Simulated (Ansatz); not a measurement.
# BPt: a trial structure relaxed, part 1 of 2

Aim: relax a trial structure of BPt and see where it ends.

Program: Ansatz 0.2.0. Level of theory: DFT PBE, scalar-relativistic, plane waves, PAW. These are calculated values, not measurements.

### 1 The system as given

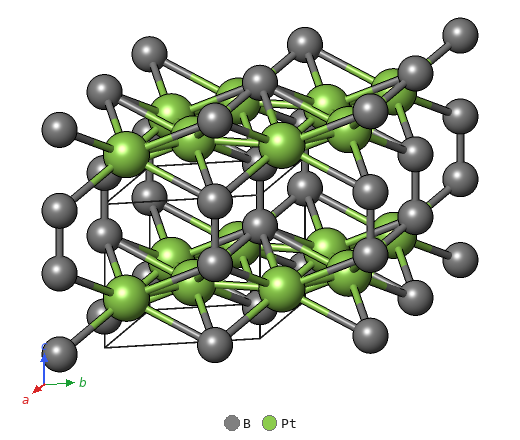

The starting structure, seen slightly off an axis (boron grey, platinum green). 2×2×2 cells are drawn. Atoms on the faces are drawn again on the opposite ones.

Structure file:

```xyz
4
Lattice="3.8905 0.0000 0.0000 -1.9453 3.3693 0.0000 0.0000 0.0000 3.6033" Properties=species:S:1:pos:R:3 pbc="T T T"
B     0.0000    0.0000    0.7867
B     0.0000    0.0000    2.8166
Pt    0.0000    2.2462    1.8017
Pt    1.9453    1.1231    1.8017
```

A structure generator made this guess: random cell by space group and Wyckoff sites (P6/mmm, No. 191). The dimensions are guesses.

### 2 The guess as it stands, on a coarse mesh

input.yaml reads:

```yaml
crystal:
  lattice:
    - [3.89051869, 0.0, 0.0]
    - [-1.94525935, 3.36928802, 0.0]
    - [0.0, 0.0, 3.60331245]
  atoms:
    - { symbol: B, position: [0.0, 0.0, 0.2183178] }
    - { symbol: B, position: [0.0, 0.0, 0.7816822] }
    - { symbol: Pt, position: [0.33333333, 0.66666667, 0.5] }
    - { symbol: Pt, position: [0.66666667, 0.33333333, 0.5] }
basis:
  ecutwfc: 420
kpoints:
  mp_grid: { grid: [6, 6, 6] }
hamiltonian:
  xc: pbe
scf:
  occupations: { method: gaussian, width: 0.1 }
  lower_state_search: "off"
output:
  forces: true
  stress: true
  eigenvalues: true
```

Launch:

```
$ ansatz run input.yaml --threads 1 --pin off --max-ram 2560MiB --backend cpu --events-out ev --progress --plain --runs-dir out
```

The log of the run, cut to the lines that bear on the results:

```text
[...]
SCF converged after 7 iterations
Free energy (F): -25352.610272 eV
[...]
E sigma→0 (E₀):  -25352.604509 eV
Entropy (-TS):   -0.011527 eV (-2.882 meV/atom)
Fermi energy:    18.320936 eV
[...]
--- Forces (eV/Å), atoms counted from 1 ---
  atom   1  B      0.00000000     0.00000000     2.43883898
  atom   2  B      0.00000000    -0.00000000    -2.43883898
  atom   3  Pt     0.00000000     0.00000000    -0.00000000
  atom   4  Pt    -0.00000000     0.00000000     0.00000000
[...]
--- Stress (GPa, compression-positive) ---
       77.970707       0.000000       0.000000
        0.000000      77.970707       0.000000
        0.000000       0.000000       2.227603
  P = ⅓ Tr σ = 52.7230 GPa (527.230 kbar)
--- Band table (eV; the first three rows and the last of 28) ---
  k-point 0: bands = ["-81.4054", "-81.1268", "-36.6040", "-36.6040", "-35.2717", "-35.2717", "-35.1215", "-34.7774", "4.8778", "10.5517", "10.9714", "10.9714", "12.7555", "12.7555", "12.9226", "12.9226", "15.5496", "15.7009", "15.7009", "16.1851", "17.4086", "18.4710", "20.3655", [...]
[...]
```

Wall time 2.4 s (1 thread of Intel Xeon Platinum 8259CL at 2.50GHz (Skylake/Cascade Lake), shared host); peak memory 0.39 GiB.

Read-out: pressure 52.7 GPa, largest force 2.44 eV/Å, gap on this mesh none (metal). A guess like this is first relaxed loosely on the coarse mesh.

### 3 A loose first relaxation

Changes to input.yaml since step 2:

```diff
@@ -23 +23,6 @@
   eigenvalues: true
+relax:
+  adjacent_minimum: "off"
+  f_tol: 0.04
+  max_steps: 70
+  cell: { stress_tol: 0.4 }
```

Launch:

```
$ ansatz run input.yaml --threads 1 --pin off --max-ram 2560MiB --backend cpu --events-out ev --progress --plain --runs-dir out
```

The log of the run:

```text
Warning: RAYON_NUM_THREADS=1 ignored (pool sized by the plan → 1); use --threads N
Engine: ansatz 0.2.0, x86_64-unknown-linux-gnu
Pseudopotentials: kind: paw
Pseudopotential: B, paw, valence charge 3, recommended cutoff 420 eV (normal), B.paw.azcp
Pseudopotential: Pt, paw, valence charge 18, recommended cutoff 420 eV (normal), Pt.paw.azcp
Functional definition: PBE
  parameter kappa = 0.804
  parameter beta = 0.06672455060314922
  exchange = pbe_x(kappa = kappa, mu = beta*pi^2/3)
  correlation = pbe_c(beta = beta)
Crystal: 4 atoms, lattice volume = 47.233 Å³
Basis set: ecut = 420 eV, 925 PW (Γ), exchange–correlation on 54×54×50 points (8 copies of the dense FFT grid, shifted against one another)
Bands: 26, of which v1, the nominal top of the filled ones, is band 21 counted from 1 (20 counted from 0)
Symmetry: 24 space group operations
Space group: P6/mmm (ITA 191), of the structure as read, at distance tolerance 3.6e-5 Å
k-points: 28 of 216
Non-local potential: B, projectors of the file, l = 0: 2, l = 1: 2, l = 2: 1
Non-local potential: Pt, projectors of the file, l = 0: 3, l = 1: 2, l = 2: 2, l = 3: 1
PAW form: soft (Blöchl's): semilocal exchange-correlation on the pseudo side does not see the compensation charge
PAW one-centre angular grid: B, 110 points (default); XC on 64 Gauss nodes
PAW one-centre angular grid: Pt, 590 points (default); XC on 64 Gauss nodes
Initial density: superposition of atomic densities (neutral atoms: chi_scale 0, normalization atom), corrected by the library's trained network
Initial wavefunctions: pseudopotential atomic-orbital guess
Functional: x = pbe(κ = 0.804, μ = 0.2195149727645171), c = pbe(β = 0.06672455060314922)
SCF iter   1: F=—  HF=-25352.617175 eV  |F-HF|=—  |Δ(HF+E_count)|=         —  Δρ=1.10e-2  dr2=3.08e-2  ethr=1.77e-3  ⟨swp⟩=6.0  Hψ=3072  notcnv=0
preconditioner: auto → Kerker (q_TF=auto, 2.675 Å⁻¹)  [metal: Δε(μ)=0.068 eV  Ē_g=8.848 eV  σ=0.100 eV  W_gap=0.37  n_scr=20 (ndim 8)  ℏωp=27.5 eV  f_vac=0.000  D(μ)=2.22/eV (n_scr^D=20)]
SCF iter   2: F=—  HF=-25352.612839 eV  |F-HF|=—  |Δ(HF+E_count)|=   4.34e-3  Δρ=6.22e-3  dr2=9.86e-3  ethr=7.33e-5  ⟨swp⟩=1.2  Hψ=957  notcnv=0
SCF iter   3: F=—  HF=-25352.610265 eV  |F-HF|=—  |Δ(HF+E_count)|=   2.57e-3  Δρ=8.25e-4  dr2=4.20e-4  ethr=2.35e-5  ⟨swp⟩=2.1  Hψ=1040  notcnv=0
SCF iter   4: F=—  HF=-25352.610247 eV  |F-HF|=—  |Δ(HF+E_count)|=   1.81e-5  Δρ=3.96e-4  dr2=1.01e-4  ethr=9.99e-7  ⟨swp⟩=2.2  Hψ=916  notcnv=0
SCF iter   5: F=—  HF=-25352.610254 eV  |F-HF|=—  |Δ(HF+E_count)|=   6.74e-6  Δρ=9.12e-5  dr2=7.17e-6  ethr=2.40e-7  ⟨swp⟩=2.0  Hψ=946  notcnv=0
SCF iter   6: F=—  HF=-25352.610272 eV  |F-HF|=—  |Δ(HF+E_count)|=   1.80e-5  Δρ=1.96e-5  dr2=1.82e-7  ethr=1.71e-8  ⟨swp⟩=2.0  Hψ=1007  notcnv=0
SCF iter   7: F=-25352.610272 eV  HF=-25352.610272 eV  |F-HF|=1.32e-9  |Δ(HF+E_count)|=   4.92e-8  Δρ=4.23e-6  dr2=6.53e-9  ethr=2.38e-10  ⟨swp⟩=7.1  Hψ=2790  notcnv=0
the search or the solves at the SCF's close seem to have found levels that the self-consistency loop had missed (the run counts 2). By its estimate they hold under 1e-12 electrons; where the run keeps them, the occupations were computed again with them
SCF 1 converged in 7 iterations: F = -25352.610272 eV  dr2 = 6.53e-9
relax step   1: F+E_penalty+E_count = -25352.61027220 eV  Δ(F+E_penalty+E_count) = +0.000e0 eV  max|allowed force component| = 2.439e0 eV/Å  Δτ_max = 0.0000 Å  P = +52.723 GPa  Ω = 47.233 Å³  (7 SCF iters, dr2 threshold 1.00e-7 eV, accepted)
Crystal: 4 atoms, lattice volume = 51.666 Å³
Basis set: ecut = 420 eV, 1007 PW (Γ), exchange–correlation on 54×54×50 points (8 copies of the dense FFT grid, shifted against one another)
Initial density: handed on by an earlier stage of this run
Initial wavefunctions: those handed on with the density
iter 1 solved again at ethr=1.05e-3 eV; its pass at ethr=3.10e-3 eV (dr2=4.39e-1 eV) is discarded
SCF iter   1: F=—  HF=-25354.362678 eV  |F-HF|=—  |Δ(HF+E_count)|=         —  Δρ=2.02e-2  dr2=4.45e-1  ethr=1.05e-3  ⟨swp⟩=1.0  Hψ=4105  notcnv=0
preconditioner: auto → Resta (q_TF=auto, 2.636 Å⁻¹)  ε∞=11.5  [insulator: Δε(μ)=0.158 eV  Ē_g=8.123 eV  σ=0.100 eV  W_gap=0.70  n_scr=20 (ndim 8)  ℏωp=26.3 eV  f_vac=0.000  D(μ)=1.63/eV (n_scr^D=8)  ε∞_Penn≈11.5]
SCF iter   2: F=—  HF=-25354.270904 eV  |F-HF|=—  |Δ(HF+E_count)|=   9.18e-2  Δρ=8.79e-3  dr2=5.00e-2  ethr=1.05e-3  ⟨swp⟩=2.0  Hψ=967  notcnv=0
preconditioner: auto → Kerker (q_TF=auto, 2.636 Å⁻¹)  [metal: Δε(μ)=0.098 eV  Ē_g=8.010 eV  σ=0.100 eV  W_gap=0.47  n_scr=20 (ndim 8)  ℏωp=26.3 eV  f_vac=0.000  D(μ)=1.57/eV (n_scr^D=8)]
SCF iter   3: F=—  HF=-25354.256799 eV  |F-HF|=—  |Δ(HF+E_count)|=   1.41e-2  Δρ=3.39e-3  dr2=8.10e-3  ethr=1.19e-4  ⟨swp⟩=1.1  Hψ=955  notcnv=0
SCF iter   4: F=—  HF=-25354.254175 eV  |F-HF|=—  |Δ(HF+E_count)|=   2.62e-3  Δρ=6.94e-4  dr2=2.66e-4  ethr=1.93e-5  ⟨swp⟩=2.1  Hψ=1042  notcnv=0
SCF iter   5: F=—  HF=-25354.254213 eV  |F-HF|=—  |Δ(HF+E_count)|=   3.86e-5  Δρ=1.79e-4  dr2=2.66e-5  ethr=6.34e-7  ⟨swp⟩=2.1  Hψ=951  notcnv=0
SCF iter   6: F=—  HF=-25354.254218 eV  |F-HF|=—  |Δ(HF+E_count)|=   4.54e-6  Δρ=6.34e-5  dr2=4.32e-6  ethr=6.33e-8  ⟨swp⟩=2.0  Hψ=1048  notcnv=0
SCF iter   7: F=-25354.254217 eV  HF=-25354.254217 eV  |F-HF|=3.63e-8  |Δ(HF+E_count)|=   5.28e-7  Δρ=1.24e-5  dr2=1.28e-7  ethr=9.52e-10  ⟨swp⟩=5.7  Hψ=3044  notcnv=0
SCF 2 converged in 7 iterations: F = -25354.254217 eV  dr2 = 1.28e-7
relax step   2: F+E_penalty+E_count = -25354.25421723 eV  Δ(F+E_penalty+E_count) = -1.644e0 eV  max|allowed force component| = 2.286e0 eV/Å  Δτ_max = 0.0287 Å  P = +14.812 GPa  Ω = 51.666 Å³  energy of the carried Pulay correction = -4.424e-3 eV  (7 SCF iters, dr2 threshold 4.00e-7 eV, accepted)
Crystal: 4 atoms, lattice volume = 52.142 Å³
Basis set: ecut = 420 eV, 989 PW (Γ), exchange–correlation on 54×54×50 points (8 copies of the dense FFT grid, shifted against one another)
iter 1 solved again at ethr=4.90e-4 eV; its pass at ethr=3.10e-3 eV (dr2=2.06e-1 eV) is discarded
SCF iter   1: F=—  HF=-25355.097456 eV  |F-HF|=—  |Δ(HF+E_count)|=         —  Δρ=2.02e-2  dr2=2.05e-1  ethr=4.90e-4  ⟨swp⟩=1.0  Hψ=3970  notcnv=0
preconditioner: auto → Kerker (q_TF=auto, 2.632 Å⁻¹)  [metal: Δε(μ)=0.072 eV  Ē_g=7.813 eV  σ=0.100 eV  W_gap=0.39  n_scr=20 (ndim 8)  ℏωp=26.2 eV  f_vac=0.000  D(μ)=1.95/eV (n_scr^D=20)]
SCF iter   2: F=—  HF=-25355.055351 eV  |F-HF|=—  |Δ(HF+E_count)|=   4.21e-2  Δρ=1.14e-2  dr2=6.82e-2  ethr=4.87e-4  ⟨swp⟩=1.6  Hψ=749  notcnv=0
SCF iter   3: F=—  HF=-25355.033629 eV  |F-HF|=—  |Δ(HF+E_count)|=   2.17e-2  Δρ=1.30e-3  dr2=5.78e-4  ethr=1.62e-4  ⟨swp⟩=2.0  Hψ=1205  notcnv=0
SCF iter   4: F=—  HF=-25355.033643 eV  |F-HF|=—  |Δ(HF+E_count)|=   1.45e-5  Δρ=3.68e-4  dr2=7.62e-5  ethr=1.38e-6  ⟨swp⟩=2.2  Hψ=1143  notcnv=0
SCF iter   5: F=—  HF=-25355.033659 eV  |F-HF|=—  |Δ(HF+E_count)|=   1.58e-5  Δρ=1.26e-4  dr2=8.69e-6  ethr=1.81e-7  ⟨swp⟩=2.0  Hψ=1059  notcnv=0
SCF iter   6: F=-25355.033659 eV  HF=-25355.033659 eV  |F-HF|=1.24e-7  |Δ(HF+E_count)|=   1.18e-7  Δρ=2.30e-5  dr2=3.94e-7  ethr=9.52e-10  ⟨swp⟩=3.9  Hψ=2940  notcnv=0
SCF 3 converged in 6 iterations: F = -25355.033659 eV  dr2 = 3.94e-7
relax step   3: F+E_penalty+E_count = -25355.03365879 eV  Δ(F+E_penalty+E_count) = -7.794e-1 eV  max|allowed force component| = 6.719e-1 eV/Å  Δτ_max = 0.0684 Å  P = +5.136 GPa  Ω = 52.142 Å³  energy of the carried Pulay correction = -4.875e-3 eV  (6 SCF iters, dr2 threshold 4.00e-7 eV, accepted)
[... from here on, the SCF cycles and remarks between the steps are left out ...]
relax step   4: F+E_penalty+E_count = -25355.28311644 eV  Δ(F+E_penalty+E_count) = -2.495e-1 eV  max|allowed force component| = 2.365e-1 eV/Å  Δτ_max = 0.0250 Å  P = +4.830 GPa  Ω = 51.495 Å³  energy of the carried Pulay correction = -4.260e-3 eV  (7 SCF iters, dr2 threshold 4.00e-7 eV, accepted)
relax step   5: F+E_penalty+E_count = -25355.33653500 eV  Δ(F+E_penalty+E_count) = -5.342e-2 eV  max|allowed force component| = 4.032e-1 eV/Å  Δτ_max = 0.0034 Å  P = -4.349 GPa  Ω = 53.830 Å³  energy of the carried Pulay correction = -6.442e-3 eV  (7 SCF iters, dr2 threshold 4.00e-7 eV, accepted)
relax step   6: F+E_penalty+E_count = -25355.36071710 eV  Δ(F+E_penalty+E_count) = -2.418e-2 eV  max|allowed force component| = 1.600e-1 eV/Å  Δτ_max = 0.0048 Å  P = +0.664 GPa  Ω = 52.371 Å³  energy of the carried Pulay correction = -5.091e-3 eV  (6 SCF iters, dr2 threshold 4.00e-7 eV, accepted)
relax step   7: F+E_penalty+E_count = -25355.36255741 eV  Δ(F+E_penalty+E_count) = -1.840e-3 eV  max|allowed force component| = 7.171e-2 eV/Å  Δτ_max = 0.0025 Å  P = +0.296 GPa  Ω = 52.429 Å³  energy of the carried Pulay correction = -5.145e-3 eV  (6 SCF iters, dr2 threshold 4.00e-7 eV, accepted)
relax step   8: F+E_penalty+E_count = -25355.36269976 eV  Δ(F+E_penalty+E_count) = -1.424e-4 eV  max|allowed force component| = 1.521e-3 eV/Å  Δτ_max = 0.0010 Å  P = -0.166 GPa  Ω = 52.576 Å³  energy of the carried Pulay correction = -5.283e-3 eV  (6 SCF iters, dr2 threshold 4.00e-7 eV, accepted)
relax step   9: F+E_penalty+E_count = -25355.38929988 eV  Δ(F+E_penalty+E_count) = -2.660e-2 eV  max|allowed force component| = 1.985e-4 eV/Å  Δτ_max = 0.0000 Å  P = +0.539 GPa  Ω = 52.576 Å³  stress off target by 9.29e-1 GPa  SCF on the basis re-selected at this cell (its energy is not comparable with the rows above)  (6 SCF iters)
relax step  10: F+E_penalty+E_count = -25355.38990422 eV  Δ(F+E_penalty+E_count) = -6.043e-4 eV  max|allowed force component| = 1.356e-2 eV/Å  Δτ_max = 0.0004 Å  P = +0.069 GPa  Ω = 52.725 Å³  energy of the carried Pulay correction = -1.351e-4 eV  (6 SCF iters, dr2 threshold 4.00e-7 eV, accepted)
iter 1 solved again at ethr=9.01e-8 eV; its pass at ethr=3.10e-3 eV (dr2=3.78e-5 eV) is discarded
SCF iter   1: F=—  HF=-25355.390054 eV  |F-HF|=—  |Δ(HF+E_count)|=         —  Δρ=4.81e-5  dr2=4.72e-8  ethr=9.01e-8  ⟨swp⟩=3.2  Hψ=4600  notcnv=0
preconditioner: auto → Kerker (q_TF=auto, 2.627 Å⁻¹)  [metal: Δε(μ)=0.047 eV  Ē_g=7.530 eV  σ=0.100 eV  W_gap=0.25  n_scr=20 (ndim 8)  ℏωp=26.1 eV  f_vac=0.000  D(μ)=4.12/eV (n_scr^D=44)]
SCF iter   2: F=—  HF=-25355.390065 eV  |F-HF|=—  |Δ(HF+E_count)|=   1.12e-5  Δρ=2.45e-5  dr2=1.20e-8  ethr=1.12e-10  ⟨swp⟩=2.4  Hψ=1272  notcnv=0
iter 3 did not close the SCF: its close was put off for the readings that it lacked (scf_convergence_deferred on its scf_iter line)
SCF iter   3: F=-25355.390066 eV  HF=-25355.390066 eV  |F-HF|=1.46e-10  |Δ(HF+E_count)|=   1.16e-6  Δρ=9.68e-7  dr2=3.79e-10  ethr=2.85e-11  ⟨swp⟩=2.5  Hψ=1228  notcnv=0
iter 4 did not close the SCF: its close was put off for the readings that it lacked (scf_convergence_deferred on its scf_iter line)
SCF iter   4: F=-25355.390066 eV  HF=-25355.390066 eV  |F-HF|=7.28e-12  |Δ(HF+E_count)|=  3.06e-10  Δρ=2.75e-7  dr2=3.77e-11  ethr=1.00e-12  ⟨swp⟩=1.6  Hψ=927  notcnv=0
iter 5 did not close the SCF: its close was put off for the readings that it lacked (scf_convergence_deferred on its scf_iter line)
SCF iter   5: F=-25355.390066 eV  HF=-25355.390066 eV  |F-HF|=1.46e-11  |Δ(HF+E_count)|=  1.46e-11  Δρ=9.26e-8  dr2=6.45e-12  ethr=1.00e-12  ⟨swp⟩=1.0  Hψ=728  notcnv=0
iter 6 did not close the SCF: its close was put off for the readings that it lacked (scf_convergence_deferred on its scf_iter line)
SCF iter   6: F=-25355.390066 eV  HF=-25355.390066 eV  |F-HF|=1.82e-11  |Δ(HF+E_count)|=  7.28e-12  Δρ=2.76e-8  dr2=3.20e-13  ethr=1.00e-12  ⟨swp⟩=1.0  Hψ=728  notcnv=0
SCF iter   7: F=-25355.390066 eV  HF=-25355.390066 eV  |F-HF|=3.64e-12  |Δ(HF+E_count)|=  3.64e-12  Δρ=8.70e-9  dr2=4.06e-14  ethr=1.00e-12  ⟨swp⟩=1.8  Hψ=1781  notcnv=0
SCF 11 converged in 7 iterations: F = -25355.390066 eV  dr2 = 4.06e-14
relax step  11: F+E_penalty+E_count = -25355.39006621 eV  Δ(F+E_penalty+E_count) = -1.620e-4 eV  max|allowed force component| = 1.356e-2 eV/Å  Δτ_max = 0.0000 Å  P = +0.065 GPa  Ω = 52.725 Å³  stress off target by 1.18e-1 GPa  SCF on the basis re-selected at this cell (its energy is not comparable with the rows above)  (7 SCF iters)
basis re-selected at this cell: Δ(F+E_penalty+E_count) = -1.620e-4 eV, ΔP = -0.004 GPa vs the last step (what re-selecting the basis moved, of the pressure what is left beyond the Pulay correction that the steps carried, after the strain that the cell walked since its last selection, with what the two solves' SCF thresholds leave and, on support functions, any second-order correction that the steps lacked; it is no measure of the basis error at this ecutwfc). This SCF's stress stands 1.18e-1 GPa from its target on what of the cell is left free (relax.cell.stress_tol is 4.00e-1 GPa) and its largest allowed force component is 1.36e-2 eV/Å (relax.f_tol is 4.00e-2 eV/Å): within both
SCF converged after 7 iterations
Free energy (F): -25355.390066 eV
Harris-Foulkes:  -25355.390066 eV  (|F-HF|=3.64e-12)
Internal energy: -25355.369472 eV  (E = F + TS)
E sigma→0 (E₀):  -25355.379769 eV
Entropy (-TS):   -0.020594 eV (-5.148 meV/atom)
Fermi energy:    15.208280 eV
--- Per-component energies (eV) ---
  E_band       = -484.180924
  E_kinetic    = 1366.127704
  E_local      = -4267.826604  (includes V_loc(G=0)·N_el)
  E_nonlocal   = 426.929945
  E_hartree    = 1625.951305
  E_xc         = -584.625906
  E_vxc        = -677.532429  (∫ρ·V_xc dr)
  E_paw        = -19066.030983  (= ΣΔE_a)
  E_vpaw       = -583.782563  (= ΣTr[D̂ρ^β])
  E_aug_tail   = 0.000425  (compensation charges beyond the density's cutoff)
  E_ewald      = -4855.895359
  E_smearing   = -0.020594  (= −TS)
  E_closure    = -0.000000  (closes the sum)
  Σ components = -25355.390066   (vs F -25355.390066, Δ=0.00e0)
--- Forces (eV/Å), atoms counted from 1 ---
  atom   1  B     -0.00000000    -0.00000000    -0.01355801
  atom   2  B      0.00000000     0.00000000     0.01355801
  atom   3  Pt     0.00000000     0.00000000    -0.00000000
  atom   4  Pt    -0.00000000    -0.00000000     0.00000000
  max |Σ_I F_I| component: 3.47e-18 eV/Å
--- Stress (GPa, compression-positive) ---
        0.038604      -0.000000       0.000000
       -0.000000       0.038604       0.000000
        0.000000       0.000000       0.118476
  P = ⅓ Tr σ = 0.0652 GPa (0.652 kbar)
--- Band table (eV; the first three rows and the last of 28) ---
  k-point 0: bands = ["-83.0391", "-82.9819", "-37.6235", "-37.6235", "-37.2080", "-37.2080", "-36.9370", "-36.8475", "3.4776", "9.4398", "9.4398", "9.8680", "11.5546", "11.5546", "12.3084", "12.4129", "12.4129", "12.5173", "13.2384", "14.1382", "14.1382", "17.1019", "17.1019", "19.8654", "19.8654", "20.1089"]
  k-point 1: bands = ["-83.0387", "-82.9816", "-37.6222", "-37.6222", "-37.2070", "-37.2070", "-36.9518", "-36.8609", "3.7796", "9.5690", "9.6594", "9.6594", "11.5277", "11.5277", "12.1016", "12.1016", "12.3986", "13.0953", "13.3713", "13.8015", "13.8015", "17.2911", "17.2911", "20.5271", "20.6328", "20.6328"]
  k-point 2: bands = ["-83.0379", "-82.9808", "-37.6196", "-37.6196", "-37.2051", "-37.2051", "-36.9814", "-36.8875", "4.5721", "8.4283", "10.2151", "10.2151", "11.2665", "11.2665", "11.8043", "11.8043", "12.8549", "13.0711", "13.0711", "14.4410", "14.4919", "17.7803", "17.7803", "19.7774", "20.7796", "20.7796"]
  k-point 27: bands = ["-83.0090", "-83.0090", "-37.6645", "-37.4128", "-37.4128", "-37.1565", "-36.9485", "-36.9485", "6.2244", "7.2914", "10.3306", "10.3306", "11.0190", "11.0190", "11.1039", "12.0270", "12.5171", "12.5171", "14.1998", "15.5251", "15.6855", "15.6855", "16.9456", "16.9456", "21.6422", "21.6422"]
--- Relaxed structure (9 steps of the walk, 9 accepted, 2 SCFs on fresh bases) ---
  F+E_penalty+E_count = -25355.39006621 eV   max|allowed force component| = 1.356e-2 eV/Å   (the final SCF, on the basis selected at the relaxed cell)
  cell:  # Å, volume = 52.7248 Å³
    - [4.404661431231695, 3.2682434891007938e-9, 1.6185627511146443e-28]
    - [-2.202330718446229, 3.81454869288205, 1.8890975163237987e-19]
    - [1.4118655905202004e-33, 2.0203106896504483e-19, 3.138043207914174]
  atoms:
    - { symbol: B, position: [3.361584302111076e-19, 6.723168595581697e-19, 0.25229215638684394] }
    - { symbol: B, position: [-3.361584302111079e-19, -6.723168595581698e-19, 0.747707843613156] }
    - { symbol: Pt, position: [0.3333333333333333, 0.6666666666666667, 0.49999999999999994] }
    - { symbol: Pt, position: [0.6666666666666666, 0.3333333333333333, 0.49999999999999994] }
```

Wall time 23 s (1 thread of Intel Xeon Platinum 8259CL at 2.50GHz (Skylake/Cascade Lake), shared host); peak memory 0.42 GiB.

Relaxation path:

| step | energy from step 1 (eV/cell) | largest force component (eV/Å) | pressure (GPa) | volume (Å³) |
| --- | --- | --- | --- | --- |
| 1 | 0.0000 | 2.4388 | 52.72 | 47.23 |
| 2 | -1.6439 | 2.2855 | 14.81 | 51.67 |
| 3 | -2.4234 | 0.6719 | 5.14 | 52.14 |
| 4 | -2.6728 | 0.2365 | 4.83 | 51.49 |
| 5 | -2.7263 | 0.4032 | -4.35 | 53.83 |
| 6 | -2.7504 | 0.1600 | 0.66 | 52.37 |
| 7 | -2.7523 | 0.0717 | 0.30 | 52.43 |
| 8 | -2.7524 | 0.0015 | -0.17 | 52.58 |
| 9 | -2.7790 | 0.0002 | 0.54 | 52.58 |
| 10 | -2.7796 | 0.0136 | 0.07 | 52.72 |
| 11 | -2.7798 | 0.0136 | 0.07 | 52.72 |

Step 1 is the start. Steps 9, 11 each repeat the geometry before them on a plane-wave basis chosen anew, so the energy can jump there without any move.

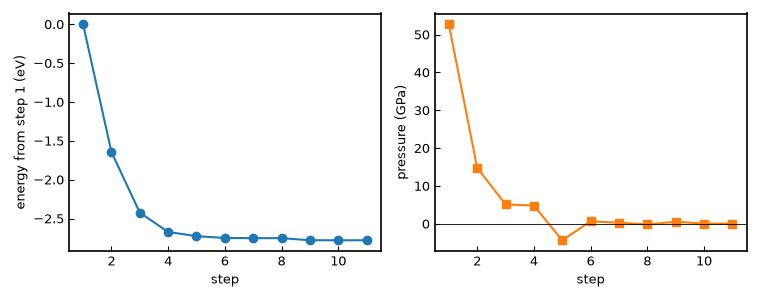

Energy and pressure along the relaxation.

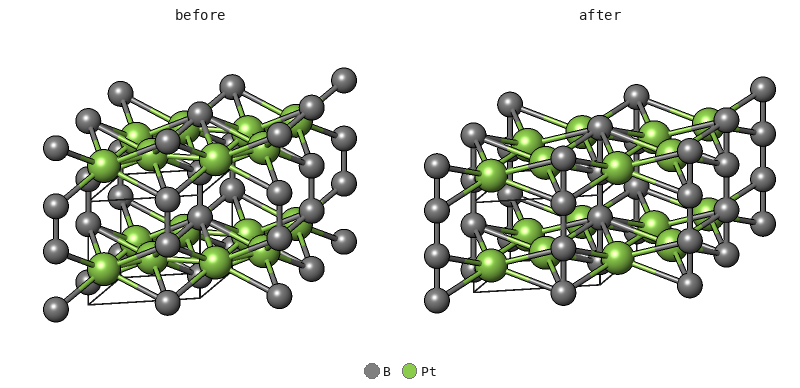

The structure before (left) and after (right) the relaxation, drawn at the same scale.

|  | before | after | change |
| --- | --- | --- | --- |
| a (Å) | 3.891 | 4.405 | +13.2 % |
| b (Å) | 3.891 | 4.405 | +13.2 % |
| c (Å) | 3.603 | 3.138 | -12.9 % |
| volume (Å³/atom) | 11.81 | 13.18 | +11.6 % |
| shortest distance (Å) | 1.573 | 1.555 | -1.2 % |
| space group (0.01 Å) | P6/mmm | P6/mmm | same |

The run keeps the 24 symmetry operations of the start, so it could not have lowered the symmetry.

(Continued in part 2 of 2.)
